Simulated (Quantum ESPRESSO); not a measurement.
## CdF2 (Fm-3m): modes at Γ and the response to a field

Which modes does CdF2 (Fm-3m) have at the zone centre?

Main program and level: Quantum ESPRESSO 7.5; DFT LDA, scalar-relativistic, plane waves, PseudoDojo norm-conserving pseudopotentials.

### 1. The structure

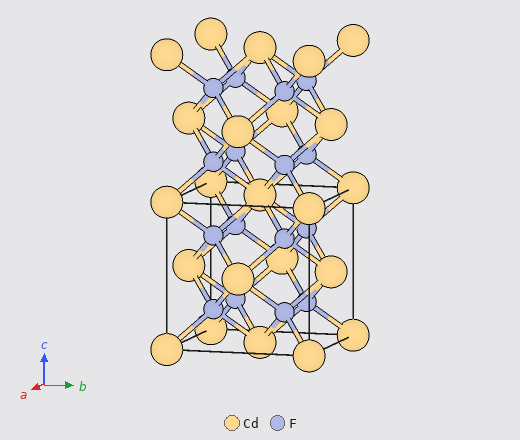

The starting structure, seen slightly off an axis (cadmium orange, fluorine light blue). 1×1×2 cells are drawn. This picture shows the conventional cell, with its axes. Some periodic images of atoms are drawn too.

Structure file:

```cif
data_structure
_symmetry_space_group_name_H-M 'Fm-3m'
_symmetry_Int_Tables_number 225
_cell_length_a 5.3880
_cell_length_b 5.3880
_cell_length_c 5.3880
_cell_angle_alpha 90.000
_cell_angle_beta 90.000
_cell_angle_gamma 90.000
_cell_volume 156.42
loop_
_atom_site_label
_atom_site_type_symbol
_atom_site_symmetry_multiplicity
_atom_site_Wyckoff_symbol
_atom_site_fract_x
_atom_site_fract_y
_atom_site_fract_z
_atom_site_occupancy
Cd1 Cd 4 a 0.00000 0.00000 0.00000 1
F1 F 8 c 0.75000 0.25000 0.75000 1
```

### 2. A first look

A cheap run with smearing and empty bands tells whether the crystal has a gap, which decides between fixed occupations and smearing later on.

probe.in reads:

```
&control
   calculation = 'scf'
   prefix = 'x'
   outdir = './tmp'
   pseudo_dir = './pseudo'
   tprnfor = .true.
   tstress = .true.
   verbosity = 'high'
/
&system
   ibrav = 2
   celldm(1) = 10.18184436
   nat = 3
   ntyp = 2
   ecutwfc = 112.0
   occupations = 'smearing'
   smearing = 'gaussian'
   degauss = 0.01
/
&electrons
   conv_thr = 1.0d-07
   mixing_beta = 0.7
   electron_maxstep = 100
/
ATOMIC_SPECIES
 Cd    112.4140  Cd.upf
 F      18.9984  F.upf
ATOMIC_POSITIONS crystal
 Cd     0.000000000   0.000000000   0.000000000
 F      0.750000000   0.750000000   0.750000000
 F      0.250000000   0.250000000   0.250000000
K_POINTS automatic
 6 6 6 0 0 0
```

Launch:

```bash
$ OMP_NUM_THREADS=1 mpirun -n 4 pw.x -nk 4 -in probe.in > probe.out
```

The program printed:

```text
[banners, grids, parts of the stress and lines that vanish by symmetry left out]
Program PWSCF v.7.5
     bravais-lattice index     =            2
     lattice parameter (alat)  =      10.1818  a.u.
[...]
kinetic-energy cutoff     =     112.0000  Ry
     charge density cutoff     =     448.0000  Ry
     scf convergence threshold =      1.0E-07
[...]
Exchange-correlation= SLA  PW   NOGX NOGC
                           (   1   4   0   0   0   0   0)
[...]
48 Sym. Ops., with inversion, found
[...]
(     0          1          0      )
                  (     0          0          1      )
[...]
(  0.0000000  1.0000000  0.0000000 )
                  (  0.0000000  0.0000000  1.0000000 )
[...]
(     1          0         -1      )
                  (     0          0         -1      )
[...]
(     0          1         -1      )
                  (     0          1          0      )
[...]
( -1.0000000  0.0000000  0.0000000 )
                  (  0.0000000  1.0000000  0.0000000 )
[...]
number of k points=    16  Gaussian smearing, width (Ry)=  0.0100
[...]
End of self-consistent calculation
[...]
the Fermi energy is     7.3026 ev
!    total energy              =    -449.01344863 Ry
[...]
convergence has been achieved in   7 iterations
[...]
atom    1 type  1   force =     0.00000000    0.00000000   -0.00000000
     atom    2 type  2   force =     0.00000000    0.00000000   -0.00000000
     atom    3 type  2   force =     0.00000000    0.00000000    0.00000000
[...]
Total force =     0.000000     Total SCF correction =     0.000000
[...]
total   stress  (Ry/bohr**3)                   (kbar)     P=      -56.83
[...]
XML data file, charge density, pseudopotentials, collected wavefunctions

   JOB DONE.
```

The job ended after 6.2 s (4 MPI ranks of Arm Neoverse V2, shared host).

Read from the output:

```
volume per atom   : 13.03 Å³
pressure          : -5.683 GPa
gap on the k-mesh : 2.840 eV
```

A gap of 2.8 eV opens on this mesh, so the crystal is taken as an insulator; the start stands at -5.7 GPa.

### 3. Relaxation

The relaxation runs at a cutoff a fifth above that of the response, since stress converges more slowly with the basis than frequencies do. Forces and stress are brought to rest with tight thresholds.

relax.in reads:

```
&control
   calculation = 'vc-relax'
   prefix = 'x'
   outdir = './tmp'
   pseudo_dir = './pseudo'
   tprnfor = .true.
   tstress = .true.
   forc_conv_thr = 2.0d-05
   etot_conv_thr = 1.0d-07
   nstep = 40
/
&system
   ibrav = 2
   celldm(1) = 10.18184436
   nat = 3
   ntyp = 2
   ecutwfc = 134
   occupations = 'fixed'
   nbnd = 19
/
&electrons
   conv_thr = 1.0d-11
   mixing_beta = 0.7
   electron_maxstep = 100
/
&ions
/
&cell
   press_conv_thr = 0.2
/
ATOMIC_SPECIES
 Cd    112.4140  Cd.upf
 F      18.9984  F.upf
ATOMIC_POSITIONS crystal
 Cd     0.000000000   0.000000000   0.000000000
 F      0.750000000   0.750000000   0.750000000
 F      0.250000000   0.250000000   0.250000000
K_POINTS automatic
 8 8 8 0 0 0
```

Launch:

```bash
$ OMP_NUM_THREADS=1 mpirun -n 4 pw.x -nk 4 -in relax.in > relax.out
```

The program printed:

```text
[banners, grids, parts of the stress and lines that vanish by symmetry left out]
[banner, memory and clock lines left out]
Program PWSCF v.7.5

[...]
kinetic-energy cutoff     =     134.0000  Ry
     charge density cutoff     =     536.0000  Ry
     scf convergence threshold =      1.0E-11
[...]
energy convergence thresh.=      1.0E-07
     force convergence thresh. =      2.0E-05
     press convergence thresh. =      2.0E-01
     Exchange-correlation= SLA  PW   NOGX NOGC
                           (   1   4   0   0   0   0   0)
[...]
48 Sym. Ops., with inversion, found
[...]
number of k points=    29
[...]
End of self-consistent calculation
[...]
highest occupied, lowest unoccupied level (ev):     6.0983    8.9193
!    total energy              =    -449.01350707 Ry
[...]
convergence has been achieved in  12 iterations
[...]
atom    1 type  1   force =     0.00000000    0.00000000    0.00000000
     atom    2 type  2   force =    -0.00000000   -0.00000000    0.00000000
     atom    3 type  2   force =     0.00000000    0.00000000    0.00000000
     Total force =     0.000000     Total SCF correction =     0.000000
[...]
total   stress  (Ry/bohr**3)                   (kbar)     P=      -56.76
[...]
number of bfgs steps    =   0
[...]
CELL_PARAMETERS (alat= 10.18184436)
[...]
ATOMIC_POSITIONS (crystal)
Cd               0.0000000000        0.0000000000        0.0000000000
F                0.7500000000        0.7500000000        0.7500000000
F                0.2500000000        0.2500000000        0.2500000000
[...]
New effective cutoffs (rho, wfc):  544.73  136.62
[...]
End of self-consistent calculation
[...]
highest occupied, lowest unoccupied level (ev):     6.5566    9.4820
!    total energy              =    -449.01565518 Ry
[...]
convergence has been achieved in   9 iterations
[...]
atom    1 type  1   force =    -0.00000000   -0.00000000   -0.00000000
     atom    2 type  2   force =     0.00000000   -0.00000000   -0.00000000
     atom    3 type  2   force =    -0.00000000    0.00000000   -0.00000000
     Total force =     0.000000     Total SCF correction =     0.000000
[...]
total   stress  (Ry/bohr**3)                   (kbar)     P=      -25.89
[...]
number of bfgs steps    =   1
[...]
CELL_PARAMETERS (alat= 10.18184436)
[...]
ATOMIC_POSITIONS (crystal)
Cd              -0.0000000000       -0.0000000000        0.0000000000
[...]
New effective cutoffs (rho, wfc):  553.43  138.80
[...]
End of self-consistent calculation
[...]
highest occupied, lowest unoccupied level (ev):     6.9443    9.9560
!    total energy              =    -449.01614000 Ry
[...]
convergence has been achieved in  10 iterations
[...]
atom    1 type  1   force =     0.00000000   -0.00000000    0.00000000
     atom    2 type  2   force =     0.00000000   -0.00000000    0.00000000
     atom    3 type  2   force =    -0.00000000    0.00000000   -0.00000000
     Total force =     0.000000     Total SCF correction =     0.000000
[...]
total   stress  (Ry/bohr**3)                   (kbar)     P=        2.86
[...]
number of bfgs steps    =   2
[...]
CELL_PARAMETERS (alat= 10.18184436)
[...]
ATOMIC_POSITIONS (crystal)
[...]
New effective cutoffs (rho, wfc):  552.56  138.58
[...]
End of self-consistent calculation
[...]
highest occupied, lowest unoccupied level (ev):     6.9056    9.9088
!    total energy              =    -449.01614543 Ry
[...]
convergence has been achieved in   8 iterations
[...]
atom    1 type  1   force =     0.00000000    0.00000000    0.00000000
     atom    2 type  2   force =     0.00000000    0.00000000   -0.00000000
     atom    3 type  2   force =    -0.00000000   -0.00000000    0.00000000
     Total force =     0.000000     Total SCF correction =     0.000000
[...]
total   stress  (Ry/bohr**3)                   (kbar)     P=       -0.12
[...]
number of bfgs steps    =   3
[...]
small trust_radius: resetting bfgs history
[...]
CELL_PARAMETERS (alat= 10.18184436)
[...]
ATOMIC_POSITIONS (crystal)
[...]
New effective cutoffs (rho, wfc):  552.59  138.59
[...]
End of self-consistent calculation
[...]
highest occupied, lowest unoccupied level (ev):     6.9066    9.9100
!    total energy              =    -449.01614544 Ry
[...]
convergence has been achieved in   5 iterations
[...]
atom    1 type  1   force =    -0.00000000    0.00000000    0.00000000
     atom    2 type  2   force =     0.00000000   -0.00000000    0.00000000
     atom    3 type  2   force =    -0.00000000   -0.00000000   -0.00000000
     Total force =     0.000000     Total SCF correction =     0.000000
[...]
total   stress  (Ry/bohr**3)                   (kbar)     P=       -0.04
[...]
bfgs converged in   5 scf cycles and   4 bfgs steps
[...]
End of BFGS Geometry Optimization
     Final enthalpy           =    -449.0161454430 Ry
     File ./tmp/x.bfgs deleted, as requested
[...]
CELL_PARAMETERS (alat= 10.18184436)
[...]
ATOMIC_POSITIONS (crystal)
[...]
F                0.7500000000        0.7500000000        0.7500000000
F                0.2500000000        0.2500000000        0.2500000000
[...]
Final scf calculation at the relaxed structure.
[...]
kinetic-energy cutoff     =     134.0000  Ry
     charge density cutoff     =     536.0000  Ry
     scf convergence threshold =      1.0E-13
[...]
press convergence thresh. =      2.0E-01
     Exchange-correlation= SLA  PW   NOGX NOGC
                           (   1   4   0   0   0   0   0)
[...]
48 Sym. Ops., with inversion, found
[...]
number of k points=    29
[...]
End of self-consistent calculation
[...]
highest occupied, lowest unoccupied level (ev):     6.9066    9.9100
!    total energy              =    -449.01613078 Ry
[...]
convergence has been achieved in  14 iterations
[...]
atom    1 type  1   force =     0.00000000    0.00000000    0.00000000
     atom    2 type  2   force =    -0.00000000   -0.00000000   -0.00000000
     atom    3 type  2   force =     0.00000000    0.00000000    0.00000000
     Total force =     0.000000     Total SCF correction =     0.000000
[...]
total   stress  (Ry/bohr**3)                   (kbar)     P=       -0.04
[...]
XML data file, charge density, pseudopotentials, collected wavefunctions
```

Elapsed: 1.9 min, on 4 MPI ranks.

Relaxation path:

```
step  energy less that of the first step (eV)  largest force (eV/Å)  pressure (GPa)  volume (Å³)
   1                                   0.0000                0.0000           -5.68        39.10
   2                                  -0.0292                0.0000           -2.59        37.98
   3                                  -0.0358                0.0000            0.29        37.09
   4                                  -0.0359                0.0000           -0.01        37.18
   5                                  -0.0359                0.0000            0.00        37.18
   6                                  -0.0357                0.0000            0.00        37.18
```

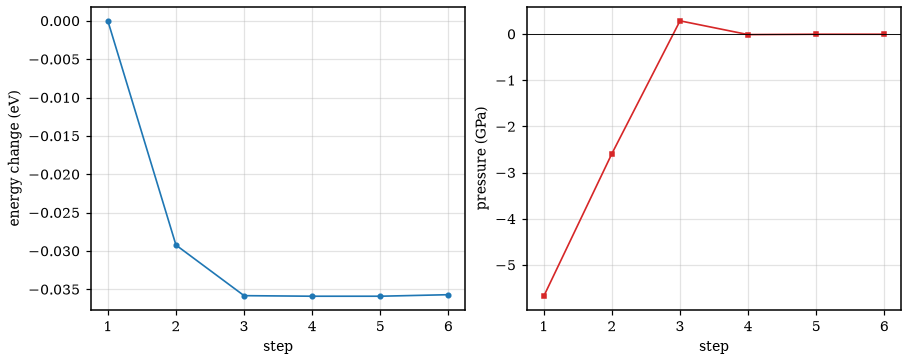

Energy and pressure along the relaxation.

```
conventional cell, symmetrised  before  after  change
                         a (Å)   5.388  5.298  -1.7 %
                         b (Å)   5.388  5.298  -1.7 %
                         c (Å)   5.388  5.298  -1.7 %
              volume (Å³/atom)   13.03  12.39  -4.9 %
```

The relaxed structure:

```xyz
3
Lattice="-2.6490 0.0000 2.6490 0.0000 2.6490 2.6490 -2.6490 2.6490 0.0000" Properties=species:S:1:pos:R:3 pbc="T T T"
Cd    0.0000    0.0000    0.0000
F    -3.9735    3.9735    3.9735
F    -1.3245    1.3245    1.3245
```

The last row of the table of steps is pw.x's closing run on a basis chosen anew for the final cell, so its energy can jump.

Read from the output:

```yaml
volume_per_atom: 12.39 Å³
pressure: -0.004 GPa
gap_on_the_k_mesh: 3.003 eV
```

The volume changes by -4.9 % from the cell with which this run began.

### 4. Self-consistent run for the response

The response is built on this ground state, so it is converged far tighter than an energy would need. With a gap, occupations are fixed, which also allows the response to an electric field.

scf.in reads:

```
&control
   calculation = 'scf'
   prefix = 'x'
   outdir = './tmp'
   pseudo_dir = './pseudo'
   tprnfor = .true.
   tstress = .true.
/
&system
   ibrav = 2
   celldm(1) = 10.01170902
   nat = 3
   ntyp = 2
   ecutwfc = 112.0
   occupations = 'fixed'
   nbnd = 19
/
&electrons
   conv_thr = 1.0d-12
   mixing_beta = 0.7
   electron_maxstep = 100
/
ATOMIC_SPECIES
 Cd    112.4140  Cd.upf
 F      18.9984  F.upf
ATOMIC_POSITIONS crystal
 Cd     0.000000000   0.000000000   0.000000000
 F      0.750000000   0.750000000   0.750000000
 F      0.250000000   0.250000000   0.250000000
K_POINTS automatic
 8 8 8 0 0 0
```

Launch:

```bash
$ OMP_NUM_THREADS=1 mpirun -n 4 pw.x -nk 4 -in scf.in > scf.out
```

The program printed:

```text
[banners, grids, parts of the stress and lines that vanish by symmetry left out]
[banner, memory and clock lines left out]
Program PWSCF v.7.5

[...]
kinetic-energy cutoff     =     112.0000  Ry
     charge density cutoff     =     448.0000  Ry
     scf convergence threshold =      1.0E-12
[...]
Exchange-correlation= SLA  PW   NOGX NOGC
                           (   1   4   0   0   0   0   0)
[...]
48 Sym. Ops., with inversion, found
[...]
number of k points=    29
[...]
End of self-consistent calculation
[...]
highest occupied, lowest unoccupied level (ev):     6.9066    9.9100
!    total energy              =    -449.01607396 Ry
[...]
convergence has been achieved in  12 iterations
[...]
atom    1 type  1   force =     0.00000000   -0.00000000    0.00000000
     atom    2 type  2   force =     0.00000000    0.00000000   -0.00000000
     atom    3 type  2   force =     0.00000000    0.00000000    0.00000000
     Total force =     0.000000     Total SCF correction =     0.000000
[...]
total   stress  (Ry/bohr**3)                   (kbar)     P=        0.07
[...]
XML data file, charge density, pseudopotentials, collected wavefunctions
```

It took 14 s on 4 MPI ranks; 57 s of CPU time.

Numbers from this step:

| Quantity | Value |
| --- | --- |
| pressure | 0.007000 GPa |

The cell stands at 0.0070 GPa, close enough for phonons.

(Part 1 of 4 ends here.)

[Host names and launcher messages were left out of these logs when they were recorded.]

[Logs are printed without paths, hosts, clocks, repeated set-up lines and the standing remarks that a program may print on its own settings, such as how far it seeks lower states.]

[Hosts, paths, dates, database ids (printed as entryN), source tags and the programs' standing remarks are cut or masked in the printed files.]
